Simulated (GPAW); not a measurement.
# Dielectric function and optical constants of Pb

Aim: the dielectric function of Pb, and the optical constants that follow from it.

Program: GPAW 26.7.0. Level of theory: DFT, PBE, plane-wave PAW (GPAW data sets), scalar-relativistic, RPA, optical limit. Results are calculated unless marked as measured.

## Step 1: The starting structure

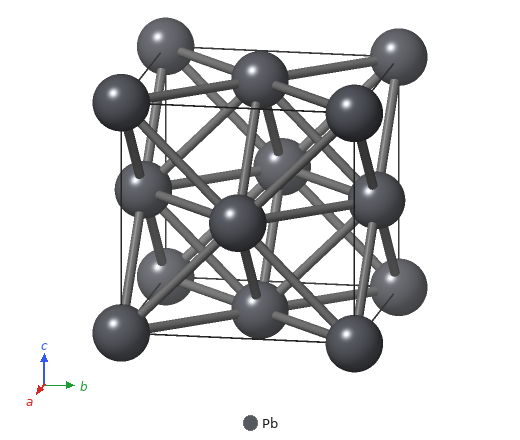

The starting structure, seen slightly off an axis (lead dark grey). This picture shows the conventional cell, with its axes. Some periodic images of atoms are drawn too.

As a file:

```xyz
1
Lattice="0.0000 2.4750 2.4750 2.4750 0.0000 2.4750 2.4750 2.4750 0.0000" Properties=species:S:1:pos:R:3 pbc="T T T"
Pb    0.0000    0.0000    0.0000
```

## Step 2: Bands for the response

At the fixed density, many empty bands are solved on the mesh of the response, since the spectrum sums over them.

This step: DFT, PBE, plane-wave PAW (GPAW data sets), scalar-relativistic, bands at fixed density (GPAW 26.7.0).

nscf.py reads:

```python
from ase.dft.bandgap import bandgap
from gpaw import GPAW, FermiDirac

calc = GPAW('gs.gpw').fixed_density(kpts={'size': (15, 15, 15), 'gamma': True}, nbands=30, convergence={'bands': 24},
                                    occupations=FermiDirac(0.05), txt='nscf.txt')
print('gap (eV)', bandgap(calc, output=None)[0])
print('direct gap (eV)', bandgap(calc, direct=True, output=None)[0])
print('top band over the Fermi level (eV)', min(calc.get_eigenvalues(kpt=k)[23] for k in range(len(calc.get_ibz_k_points()))) - calc.get_fermi_level())
calc.write('full.gpw', mode='all')
```

Started as:

```
$ OMP_NUM_THREADS=1 python nscf.py
```

Numbers of over 12 decimals in the logs are rounded to 6 here.

Log:

```text
Diagonalizing LCAO Hamiltonian
Converting LCAO to pw mode
convergence criteria:
- Maximum integral of absolute [eigenst]ate change: 4e-08 eV^2 / valence electron
maximum number of iterations: 150

SCF iterations
|iter     |      energy | eigst |  dens |
|iter:   1||             | +3.43 |       |
|iter:   2||             | +1.74 |       |
|iter:   3||             | -0.15 |       |
|iter:   4||             | -1.77 |       |
|iter:   5||             | -3.33 |       |
|iter:   6||             | -4.79 |       |
|iter:   7||             | -6.32 |       |
|iter:   8||             | -7.41c|       |
SCF steps: 8
  __  _  _
 | _ |_)|_||  |
 |__||  | ||/\| - 26.7.0

Versions:
  Python: 3.12.14
  ASE:    3.29.0
  Numpy:  2.5.5
  Scipy:  1.18.1
  Libxc:  7.0.0

Input parameters:
  mode=PW(ecut=500.0),
  convergence={'bands': 24},
  gpts=array([20, 20, 20]),
  kpts=MonkhorstPack(size=(15, 15, 15), gamma=True),
  maxiter=150,
  nbands=30,
  occupations=Occupations(name='fermi-dirac', width=0.05, fixmagmom=False),
  parallel={},
  xc=XC(name='PBE')

--- standard output ---
gap (eV) 0.0
direct gap (eV) 0.0
top band over the Fermi level (eV) 29.161396
```

Wall time 40 s (1 thread of Arm Neoverse V1, shared host); peak memory 0.19 GiB.

## Step 3: Dielectric function, RPA

Transitions between filled and empty bands, summed over the zone, give the optical response, so mesh, band count and broadening shape it.

The induced potential is part of this response.

This step: DFT, PBE, plane-wave PAW (GPAW data sets), scalar-relativistic, RPA, optical limit (GPAW 26.7.0).

df.py reads:

```python
from gpaw.response.df import DielectricFunction

df = DielectricFunction('full.gpw', frequencies={'type': 'nonlinear', 'domega0': 0.03, 'omega2': 8},
                        ecut=50,
                        eta=0.15,
                        nbands=24,
                        rate=0.05,
                        txt='df.txt')
for direction in ['x']:
    df.get_dielectric_function(xc='RPA', direction=direction, filename=f'df_{direction}.csv')
```

Started as:

```
$ OMP_NUM_THREADS=1 python df.py
```

Log:

```text
Using integrator: PointIntegrator
NonLinearFrequencyDescriptor(from 0.000 to 57.067 eV, 482 points)
Nonperiodic BCs:  [False False False]
Using integrator: PointIntegrator
NonLinearFrequencyDescriptor(from 0.000 to 57.067 eV, 482 points)
Nonperiodic BCs:  [False False False]
Using integrator: PointIntegrator

Calculating chi0 body with:
    Ground state adapter containing:
    Number of spins: 1
    Number of kpoints: 3375
    Number of irreducible kpoints: 120
    Number of completely occupied states: 6
    Number of partially occupied states: 9

    Linear response parametrization:
    q_c: [0.0, 0.0, 0.0]
    Number of frequency points: 482
    Planewave cutoff: 50.0
    Number of bands: 24
    Number of planewaves: 27
    Broadening (eta): 0.15

Integrating chi0 body.

Symmetries of q_c:
    Direct symmetries (Uq -> q): 48
    Indirect symmetries (TUq -> q): 0
In total 48 allowed symmetries.

120 groups of equivalent kpoints. 96.444444% reduction.

Integral kind: spectral function

Calculating chi0 optical extensions with:
    Ground state adapter containing:
    Number of spins: 1
    Number of kpoints: 3375
    Number of irreducible kpoints: 120
    Number of completely occupied states: 6
    Number of partially occupied states: 9

    Linear response parametrization:
    Number of frequency points: 482
    Planewave cutoff: 50.0
    Number of bands: 24
    Number of planewaves: 27
    Broadening (eta): 0.15
Integrating chi0 head and wings.

Symmetries of q_c:
    Direct symmetries (Uq -> q): 48
    Indirect symmetries (TUq -> q): 0
In total 48 allowed symmetries.

120 groups of equivalent kpoints. 96.444444% reduction.

Integral kind: spectral function wings

Calculating drude chi0 with:
    Number of frequency points:482
    Plasma frequency decay rate: 0.05 eV

    Ground state adapter containing:
    Number of spins: 1
    Number of kpoints: 3375
    Number of irreducible kpoints: 120
    Number of completely occupied states: 6
    Number of partially occupied states: 9

Symmetries of q_c:
    Direct symmetries (Uq -> q): 48
    Indirect symmetries (TUq -> q): 0
In total 48 allowed symmetries.

120 groups of equivalent kpoints. 96.444444% reduction.

Integral kind: intraband
Plasma frequency:
[[9.73-0.j 0.  +0.j 0.  +0.j]
 [0.  +0.j 9.73-0.j 0.  +0.j]
 [0.  +0.j 0.  +0.j 9.73-0.j]]
```

Wall time 10 s (1 thread); peak memory 0.2 GiB.

Some rows of df_x.csv (energy; Re and Im without local fields; Re and Im with them):

```text
0.000000, 37882.306943, -0.000000, 37881.376001, -0.000000
0.460735, -411.058398, 95.483737, -412.038405, 95.447007
0.943989, -80.160439, 17.094724, -81.356071, 16.894472
1.451455, -23.996574, 22.823614, -25.257244, 22.071655
1.984998, -12.639769, 20.988990, -13.714367, 19.818326
2.546682, -19.782325, 24.904792, -19.140058, 23.691204
3.138794, -15.309603, 12.286069, -14.915665, 11.665143
3.763875, -14.128924, 7.996129, -13.656383, 7.853147
4.424758, -8.520300, 2.747705, -8.513864, 2.577063
5.124608, -6.560656, 1.724732, -6.544383, 1.616578
5.866977, -4.224806, 0.931394, -4.303145, 0.823359
6.655862, -2.465753, 0.771654, -2.658481, 0.602817
7.495775, -1.749262, 0.958682, -1.867366, 0.701513
8.391833, -1.452097, 1.229815, -1.328239, 0.904283
9.349861, -1.170753, 0.913945, -1.013649, 0.727515
10.376517, -0.791975, 0.802728, -0.631633, 0.678036
11.479449, -0.473315, 0.482707, -0.380216, 0.388424
12.667487, -0.140489, 0.364769, -0.077214, 0.262398
13.950874, 0.137227, 0.248061, 0.174758, 0.184588
```

The Im ε, E ∥ x has structure finer than the step of the table below, so its rows give means over 1 eV, whole bins alone (the curve runs from 0.305 to 14.0 eV). Peaks (eV: height): 1.6: 23.4, 2.4: 26.0.

Sum at mesh points, not converged in k. The Im ε, E ∥ x by photon energy; means over each step:

| photon energy (eV) | Im ε, E ∥ x |
| --- | --- |
| 1 | 25.1 |
| 2 | 21.8 |
| 3 | 13.4 |
| 4 | 5.36 |
| 5 | 1.99 |
| 6 | 0.773 |
| 7 | 0.726 |
| 8 | 0.800 |
| 9 | 0.765 |
| 10 | 0.645 |
| 11 | 0.492 |
| 12 | 0.350 |
| 13 | 0.258 |

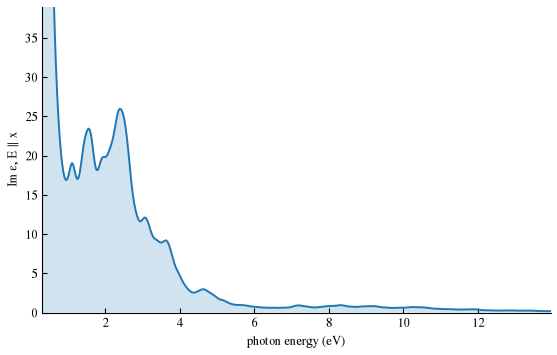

Im ε, E ∥ x, plotted against photon energy. Below 1 eV the curve runs off the scale.

Values under 1 per cm are given as 1; sum at mesh points, not converged in k. Absorption coefficient, E ∥ x against photon energy:

| photon energy (eV) | absorption coefficient, E ∥ x (1/cm) |
| --- | --- |
| 1.01 | 8.5e5 |
| 1.99 | 8.7e5 |
| 3.02 | 1.3e6 |
| 3.98 | 1.5e6 |
| 4.98 | 1.4e6 |
| 6.02 | 1.2e6 |
| 6.99 | 1.0e6 |
| 8.03 | 9.8e5 |
| 9.02 | 9.7e5 |
| 10.03 | 8.9e5 |
| 11.03 | 8.7e5 |
| 12.02 | 7.7e5 |
| 13.00 | 5.1e5 |

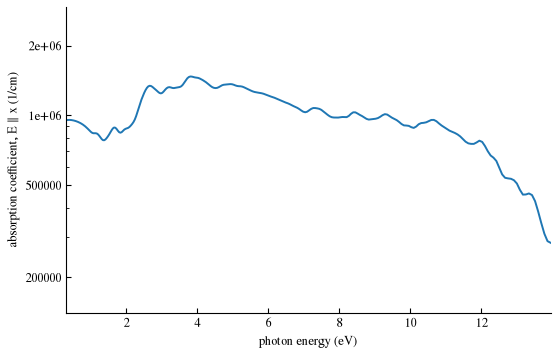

Absorption coefficient, E ∥ x, plotted against photon energy.

Sum at mesh points, not converged in k. The reflectivity at normal incidence, E ∥ x by photon energy; read off at these points:

| photon energy (eV) | reflectivity at normal incidence, E ∥ x (%) |
| --- | --- |
| 0.50 | 97.8 |
| 1.00 | 94.5 |
| 1.50 | 78.0 |
| 2.00 | 68.9 |
| 2.50 | 72.2 |
| 3.00 | 74.7 |
| 3.50 | 74.5 |
| 4.00 | 83.0 |
| 4.29 | 85.8 |
| 4.50 | 81.8 |
| 5.00 | 84.3 |
| 5.42 | 87.3 |
| 5.50 | 87.2 |
| 6.00 | 86.4 |
| 6.50 | 83.4 |
| 7.00 | 73.1 |
| 7.50 | 71.1 |
| 8.00 | 57.9 |
| 8.50 | 57.8 |
| 9.00 | 49.9 |
| 9.50 | 53.6 |
| 10.00 | 45.8 |
| 10.50 | 43.6 |
| 10.81 | 49.6 |
| 11.00 | 48.7 |
| 11.50 | 45.5 |
| 12.00 | 43.4 |
| 12.10 | 45.5 |
| 12.50 | 41.2 |
| 13.00 | 30.4 |
| 13.50 | 25.4 |

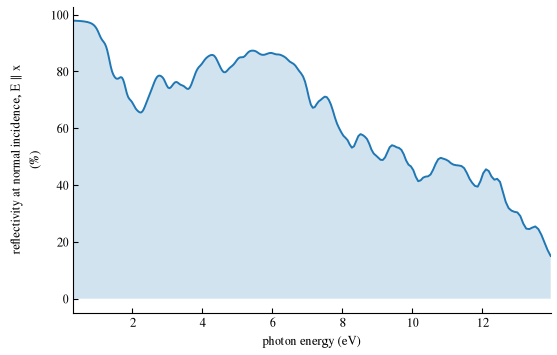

Reflectivity at normal incidence, E ∥ x, plotted against photon energy.

The loss function −Im 1/ε at q → 0, E ∥ x has structure finer than the step of the table below, so its rows give means over 1 eV, whole bins alone (the curve runs from 0.305 to 14.0 eV). Peaks (eV: height): 13.6: 4.52.

Sum at mesh points, not converged in k. Loss function −Im 1/ε at q → 0, E ∥ x against energy loss; means over each step:

| energy loss (eV) | loss function −Im 1/ε at q → 0, E ∥ x |
| --- | --- |
| 1 | 0.00618 |
| 2 | 0.0300 |
| 3 | 0.0301 |
| 4 | 0.0304 |
| 5 | 0.0373 |
| 6 | 0.0478 |
| 7 | 0.137 |
| 8 | 0.306 |
| 9 | 0.460 |
| 10 | 0.718 |
| 11 | 0.955 |
| 12 | 1.84 |
| 13 | 3.70 |

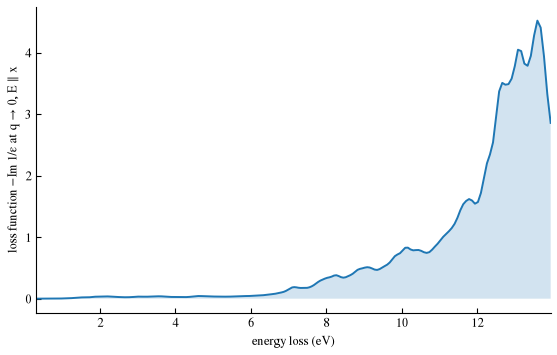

Loss function −Im 1/ε at q → 0, E ∥ x against energy loss.

The Im ε, E ∥ x has structure finer than the step of the table below, so its rows give means over 1 eV, whole bins alone (the curve runs from 0.305 to 14.0 eV). Peaks (eV: height): without local fields 1.6: 24.3, 2.4: 27.8; with local fields 1.6: 23.4, 2.4: 26.0.

Sum at mesh points, not converged in k. Im ε, E ∥ x against photon energy; means over each step:

| photon energy (eV) | without local fields | with local fields |
| --- | --- | --- |
| 1 | 25.4 | 25.1 |
| 2 | 23.1 | 21.8 |
| 3 | 14.1 | 13.4 |
| 4 | 5.55 | 5.36 |
| 5 | 2.12 | 1.99 |
| 6 | 0.886 | 0.773 |
| 7 | 0.977 | 0.726 |
| 8 | 1.17 | 0.800 |
| 9 | 1.05 | 0.765 |
| 10 | 0.835 | 0.645 |
| 11 | 0.592 | 0.492 |
| 12 | 0.418 | 0.350 |
| 13 | 0.334 | 0.258 |

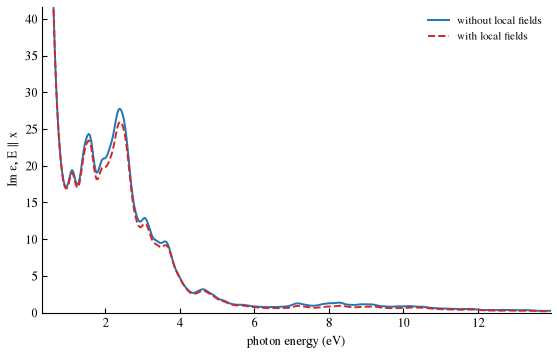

Im ε, E ∥ x against photon energy. Below 1 eV the curve runs off the scale.

Optical constants at common wavelengths, from n + ik = √ε:

| wavelength (nm) | n | k | R (%) | 1/α |
| --- | --- | --- | --- | --- |
| 800 | 2.19 | 5.353 | 77.5 | 12 nm |
| 633 | 2.26 | 4.382 | 69.7 | 11 nm |
| 532 | 2.84 | 4.439 | 67.0 | 9.5 nm |
| 450 | 1.55 | 4.730 | 78.5 | 7.6 nm |
| 405 | 1.48 | 4.093 | 74.2 | 7.9 nm |
| 365 | 1.21 | 3.820 | 75.2 | 7.6 nm |
| 193 | 0.18 | 1.759 | 84.3 | 8.7 nm |

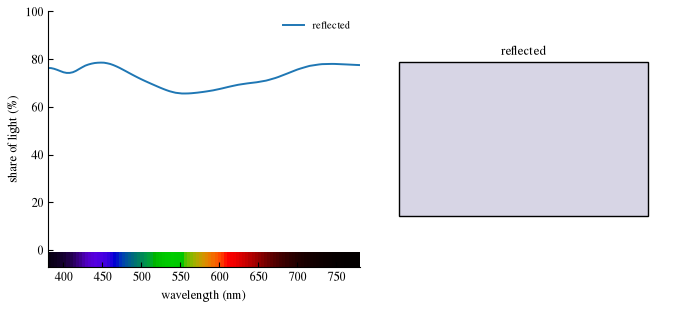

Light reflected across the visible range, with the colour that it makes of daylight (sRGB).

In reflection the computed colour is faintly violet: x = 0.304, y = 0.312, luminous reflectivity 68 %.

## Step 4: Results

At this level (PBE, RPA) Pb is a metal. The mesh is too coarse to trust the carriers' weight, the reflectivity or the colour to better than tens of per cent. In reflection the computed colour is faintly violet: x = 0.304, y = 0.312, luminous reflectivity 68 %. The carriers' damping of 0.05 eV is typed, not computed; it shapes the response at the lowest energies. Spin-orbit coupling is left out although heavy atoms are present. GPAW's carrier term has the form −ωp²/(ω + i·rate)², which damps like twice the rate and fails at low energy, so the curves leave the lowest energies out. The sum runs over mesh points 0.15 Å⁻¹ apart with no interpolation, so peaks are partly noise of the mesh, and the Drude plasma energy, a sum over the Fermi surface, isn't converged.

[Machine, clock and banner lines and Python warnings are left out of the logs.]

[Logs are printed without paths, hosts, clocks, repeated set-up lines and the standing remarks that a program may print on its own settings, such as how far it seeks lower states.]

[Hosts, paths, dates, database ids (printed as entryN), source tags and the programs' standing remarks are cut or masked in the printed files.]
